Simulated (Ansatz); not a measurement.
SiH2BrF3: several calculations on one system

## 1. Relaxation

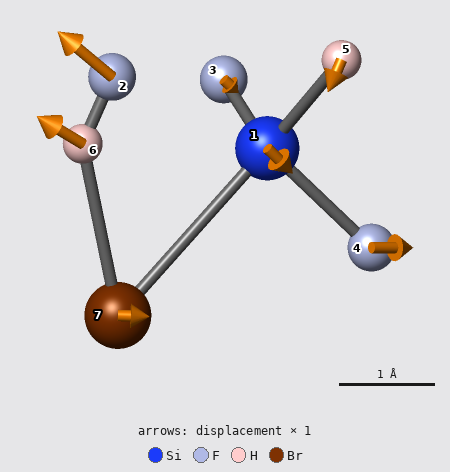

A relaxation of SiH₂BrF₃ (started from a transition state, displaced along its imaginary mode). The starting structure is drawn; orange arrows show the displacements, at their true length. The two geometries are superimposed by the best rigid fit.

The picture is a ball-and-stick view, seen at a tilt.

Level of theory: Ansatz 0.2.0, RKS PBE0-D4/def2-TZVP. (force threshold 0.005 eV/Å; at most 200 steps)

Q: What did the optimiser do to the structure, and how much energy did it gain?

A: The energy falls by 51.6 kcal/mol in 15 accepted moves (16 points after the start). Largest force component: 14 eV/Å at the start, 0.0021 eV/Å at the end. The line search rejected the trial step at point 8 of the run. The forces were under the threshold at step 13, but the run went on from there. The largest move after the best rigid fit is that of F2, 0.81 Å. Largest moves by element: F 0.81 Å, H 0.64 Å, Si 0.44 Å, Br 0.34 Å. Near-neighbour distances that change, for instance: Si1–F2 2.039 → 3.253 Å, Si1–H6 2.128 → 3.088 Å, F2–Br7 2.580 → 3.286 Å, H6–Br7 1.909 → 2.553 Å. Bond angles that change, for instance: H5–Si1–Br7 135.3° → 111.7°, F4–Si1–Br7 90.5° → 107.3°, F4–Si1–H5 101.4° → 110.2°. Cost: 29 s on 8 threads of Arm Neoverse V1, with other jobs on the host.

## 2. Relaxation

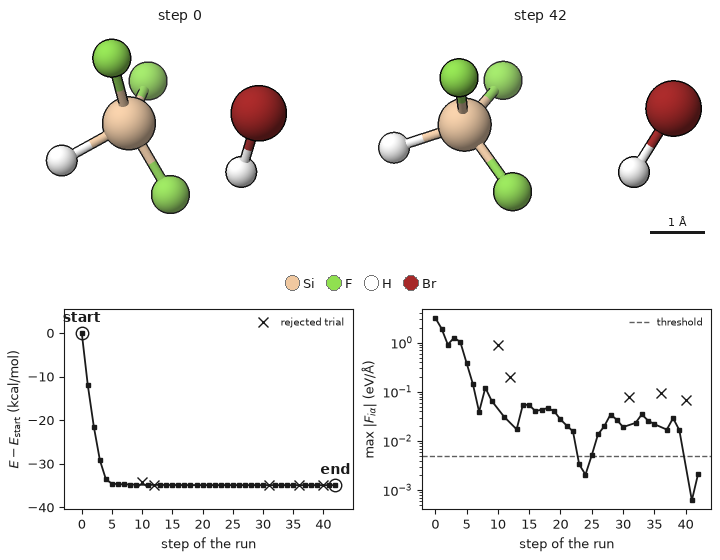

First and last geometry of a relaxation of SiH₂BrF₃ (started from a transition state, displaced along its imaginary mode), with the history of the run. Style: ball-and-stick. Shown at a tilt.

Computed with Ansatz 0.2.0, RKS PBE0-D4/def2-TZVP.

The input:
```yaml
crystal:
  periodic: [false, false, false]
  atoms:
    - {symbol: Si, position_ang: [-0.536441, -0.329275, 0.057926]}
    - {symbol: F, position_ang: [0.777629, -0.698035, 0.828326]}
    - {symbol: F, position_ang: [-0.385475, -1.280996, -1.207041]}
    - {symbol: F, position_ang: [-1.500372, 0.849005, -0.531049]}
    - {symbol: H, position_ang: [-1.364271, -0.708979, 1.179785]}
    - {symbol: H, position_ang: [1.650529, 0.568778, 0.252250]}
    - {symbol: Br, position_ang: [1.358501, 1.599602, -0.580197]}
basis:
  gaussian: {orbitals: def2-TZVP}
hamiltonian: {xc: pbe0, dispersion: d4}
relax: {f_tol: 0.005, max_steps: 200}
```

Run as
```bash
ansatz run in.yaml --threads 8 --pin off --events-out ev --progress --plain --max-ram 19148MiB
```

What do the curves and the structures tell?

It converged. Over 37 accepted moves (42 points after the start) the energy falls by 34.9 kcal/mol. Largest force component: 3.2 eV/Å at the start, 0.0021 eV/Å at the end. The line search rejected the trial steps at points 10, 12, 31, 36, 40 of the run. The forces were under the threshold at step 23, but the run went on from there. The atom that moves furthest after the best rigid fit is Br7 (1.04 Å). Largest moves by element: Br 1.04 Å, H 0.92 Å, F 0.57 Å, Si 0.48 Å. Some distances before and after: Si1–Br7 2.778 → 4.144 Å, H6–Br7 1.357 → 1.422 Å, Si1–F4 1.632 → 1.571 Å, Si1–F3 1.590 → 1.571 Å. Bond angles that change, for instance: F2–Si1–F4 147.4° → 108.1°, F2–Si1–H5 92.1° → 110.1°, F4–Si1–H5 97.6° → 110.8°. The run took 65 s on 8 threads of Arm Neoverse V1, with other jobs on the host.

## 3. Reaction

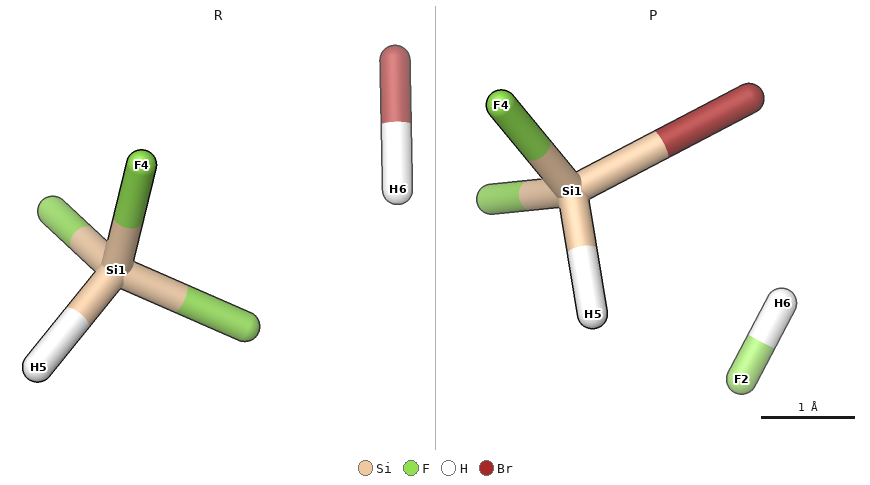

Reactant (R) and product (P) of one elementary step of SiH₂BrF₃. Style: stick. Shown at a tilt.

Stationary points at PBE0-D4/def2-TZVP, single-point energies with PBE0-D4 (def2-TZVPP where no basis is named; Ansatz 0.2.0). The energies are electronic, without zero-point or thermal terms, and both ends are the minima reached downhill from the saddle, with any fragments still in contact.

R:
```xyz
7

Si   -0.9153   -0.5776    0.2027
F     0.3918   -0.3551    1.0603
F    -0.4972   -1.2300   -1.1636
F    -1.5583    0.8274   -0.0799
H    -1.8483   -1.4393    0.9250
H     2.1582    1.0359    0.1431
Br    2.2693    1.7389   -1.0875
```

P:
```xyz
7

Si   -0.8535    0.1223   -0.3363
F     1.8036   -0.9561    1.2002
F    -0.4881   -1.1140   -1.2390
F    -2.1741    0.7647   -0.9114
H    -1.0517   -0.2754    1.0570
H     2.0166   -0.1673    0.7649
Br    0.7473    1.6259   -0.5354
```

Question: What is the transition state like, and how high is the barrier?

Answer: Counted by bonded pieces, R holds HBr + SiHF₃ and P holds HF + SiHBrF₂. From R over the saddle to P, bonds form: Si1–Br7 (4.14 → 2.58 → 2.21 Å), F2–H6 (2.43 → 1.20 → 0.93 Å). Bonds break: Si1–F2 (1.58 → 1.80 → 3.25 Å), H6–Br7 (1.42 → 1.63 → 2.55 Å). The saddle has one imaginary mode, 662i cm⁻¹. With PBE0-D4 the barrier is 157.5 kJ/mol from R and 109.0 kJ/mol from P, and P lies 48.5 kJ/mol above R.

Saddle geometry:

```xyz
7

Si   -0.5470   -0.2007   -0.0146
F     0.9841   -0.6396    0.8295
F    -0.3565   -1.2522   -1.1727
F    -1.5908    0.8540   -0.5947
H    -1.2879   -0.6555    1.1641
H     1.5734    0.2980    0.3559
Br    1.2247    1.5961   -0.5676
```

The saddle point in the same view, with dashed sticks for the bonds that form or break:

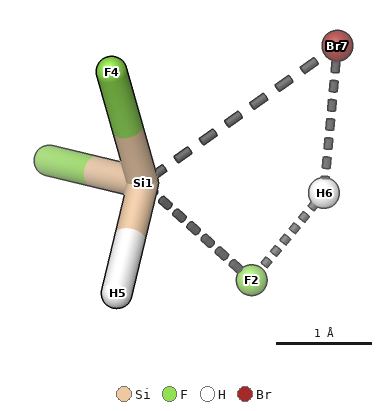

Limits of the set-up: the start holds two separate molecules, 2.4 Å apart at their closest, whose relative position is a soft coordinate.
